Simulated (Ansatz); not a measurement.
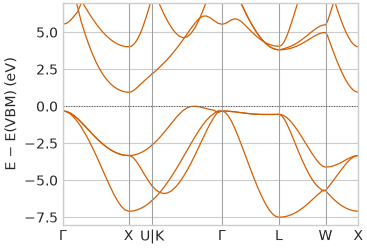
Figure: Band structure from plane-wave PAW PBEsol (Ansatz code)

Question: Read off the gap and where the band edges lie.

Answer: About 0.9 eV (0.94 eV by a search for the band edges); maximum on the K–Γ line, 60 % of the way from K, minimum at X.

Question: Pick the material that matches.
A) ZnS, zinc blende
B) MgS, rock salt
C) BeS, rock salt
D) BeSe, zinc blende

Answer: C, BeS, rock salt

Space group Fm-3m (rock salt). The start of the workflow was typed in or built on a structure type; neither database checked (COD, Materials Project) lists it. COD files the formula under space group No. 216. Its standing as an ambient phase is unchecked. The PBEsol relaxation kept the symmetry of its start. At this level the phase is dynamically unstable (imaginary phonons).

Potentials: the earlier of the program's two PAW sets. The files were generated under PBE; for other functionals the program regenerates the frozen cores, and for LDA and PBEsol the local potential too.
